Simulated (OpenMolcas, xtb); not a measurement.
## InNH2F2 (SMILES [NH2][In]([F])[F]): methods side by side

InNH2F2: 6 atoms, total charge 0, spin state singlet. As SMILES, `[NH2][In]([F])[F]`. The coordinates come from a PBE0-D4/def2-TZVP relaxation.

Quantity: the HOMO–LUMO gap, in eV. The values are calculated.

| level | kind | program | value (eV) |
| --- | --- | --- | --- |
| GFN0-xTB | semi-empirical | xtb | 3.55 |
| HF/def2-SVPD (core potential) | Hartree–Fock | OpenMolcas | 12.32 |
| SVWN5/def2-SVPD (core potential) | LDA | OpenMolcas | 3.73 |
| revPBE/def2-SVPD (core potential) | GGA | OpenMolcas | 3.84 |
| M06-L/def2-SVPD (core potential) | meta-GGA | OpenMolcas | 4.41 |
| BHLYP/def2-SVPD (core potential) | global hybrid | OpenMolcas | 8.25 |
| PBE0/def2-SVPD (core potential) | global hybrid | OpenMolcas | 6.14 |

The values span 3.55 to 12.32 eV. Orbital gaps aren't excitation energies; they tend to grow with the share of exact exchange.

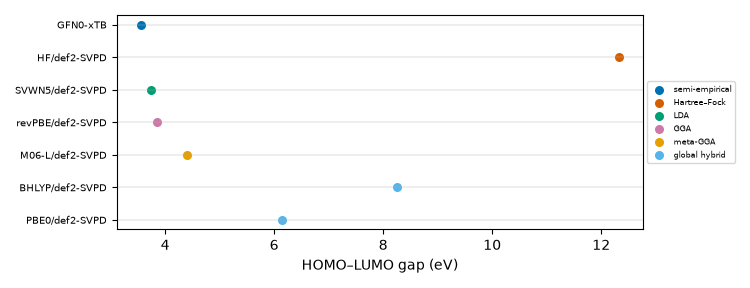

The values of the table, level by level.
